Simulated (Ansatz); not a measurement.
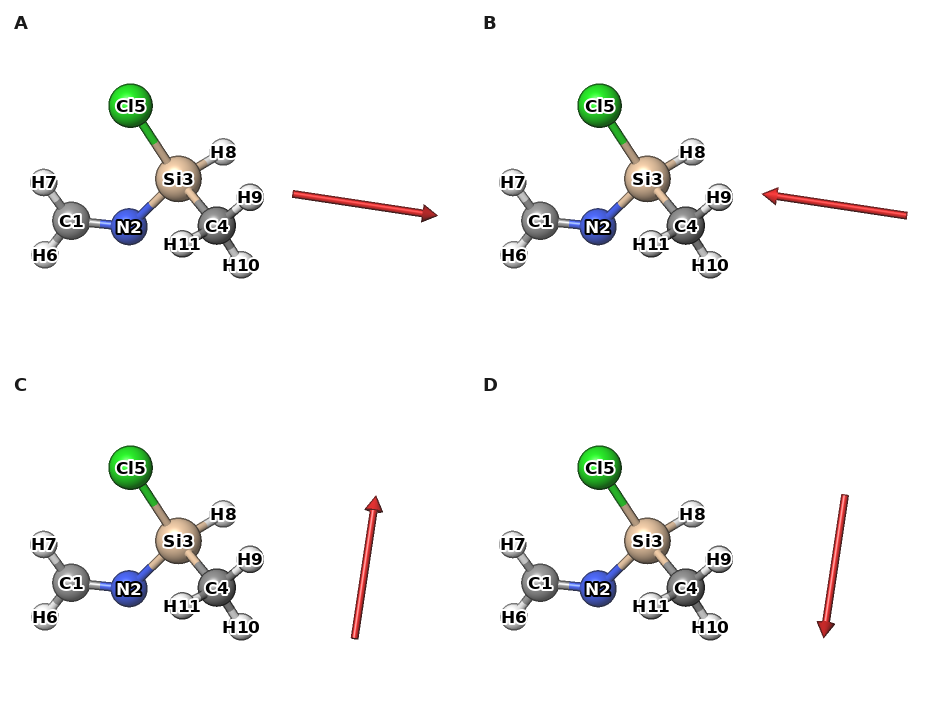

The same molecule four times, each with an arrow. Computed geometry: PBE-D4/def2-SVP optimisation. No frequency run is at hand to confirm it as a minimum. Level of theory: RKS PBE-D4/def2-SVP (Ansatz 0.2.0).

Which arrow points along the dipole moment, from the negative to the positive end?

Answer. D. The dipole moment is 1.01 D; it points from the side of Cl5 to the side of H6, H10, H11 (the outermost atoms at the two ends).
